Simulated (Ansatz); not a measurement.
BH10NSi3

| atom | x (Å) | y (Å) | z (Å) |
| --- | --- | --- | --- |
| B | -0.2666 | -0.6352 | 0.4257 |
| N | 0.4554 | 0.1617 | -0.4996 |
| Si | -0.5779 | -2.6423 | 0.3237 |
| Si | 1.2122 | -0.5711 | -1.9368 |
| Si | 0.6332 | 1.9161 | -0.2534 |
| H | -2.0521 | -2.9113 | 0.3675 |
| H | 0.0204 | -3.2896 | 1.5369 |
| H | -0.0279 | -3.3495 | -0.8779 |
| H | -0.7597 | -0.0856 | 1.3923 |
| H | 0.1799 | -1.1743 | -2.8247 |
| H | 1.9064 | 0.5344 | -2.6618 |
| H | 2.2080 | -1.6030 | -1.5354 |
| H | 0.0799 | 2.6436 | -1.4342 |
| H | 2.0812 | 2.2616 | -0.1348 |
| H | -0.0953 | 2.3032 | 0.9827 |

Geometry: r2SCAN-D4/def2-SVP.

Computed with Ansatz, isolated molecule in a Gaussian basis; Kohn-Sham density functional theory, functional PBE0.

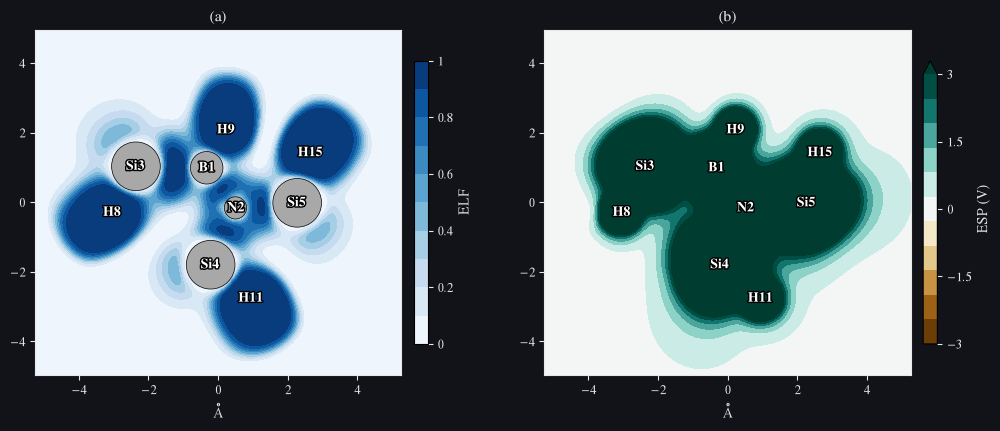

Figure 1. (a) ELF; (b) molecular electrostatic potential on the plane of atoms Si4, N2 and Si5. Grey discs cover the atomic cores in the ELF map.

> What do the fields say about this system?

The section cuts through B, N, Si and H sites.
B–N (1.42 Å): the ELF peaks at about 0.90 between the atoms: a short, strongly polar bond.
Si–N (1.78 Å): the ELF peaks at about 0.95 between the atoms: a shared but strongly polarised pair.
Si–B (2.03 Å): the ELF peaks at about 1 between the atoms: localised, covalent bonding.
B–H (1.22 Å): the ELF climbs to about 1 towards the hydrogen, as it does in any bond to H (an ordinary covalent bond to hydrogen).
Si–H (1.49 Å): the ELF climbs to about 1 towards the hydrogen.
The potential has no marked negative region in this plane.

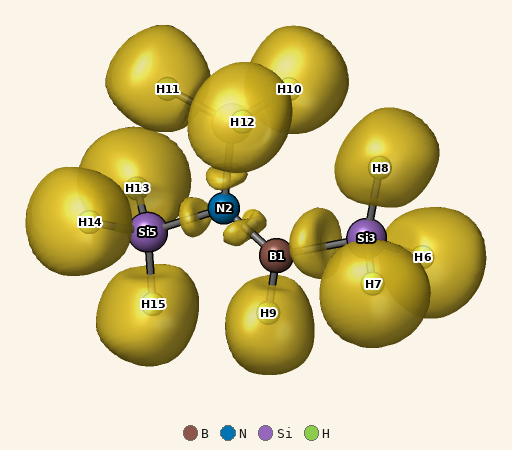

Figure 2. Isosurface of the electron localisation function at 0.85 (yellow), seen at a tilt. Core shells and regions of very low density are left out.

> What do the ELF domains correspond to?

At this value the surface marks out one region between bonded B–N atoms (shared pairs), one region between bonded B–Si atoms (shared pairs), two regions between bonded N–Si atoms (shared pairs) and ten regions around hydrogen nuclei.

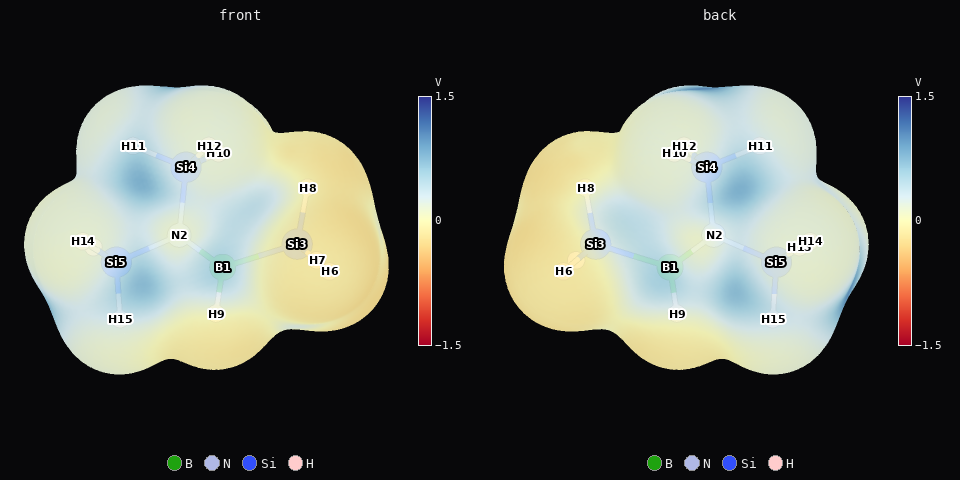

Figure 3. The molecular electrostatic potential painted on the density surface at 0.001 e/bohr³, seen from the front and from behind; the colour scale runs from red (negative) to blue (positive).

> Which sites attract a positive test charge, and which a negative one?

A positive charge is drawn to the negative regions and a negative charge to the positive ones. The most negative region (about −0.2 V) lies over H6, H7 and H8, the most positive (about +1.0 V, or +23 kcal/mol for a unit charge) over Si4 and Si5.

> What dipole moment does the calculation give?

Its dipole moment is 1.48 D.
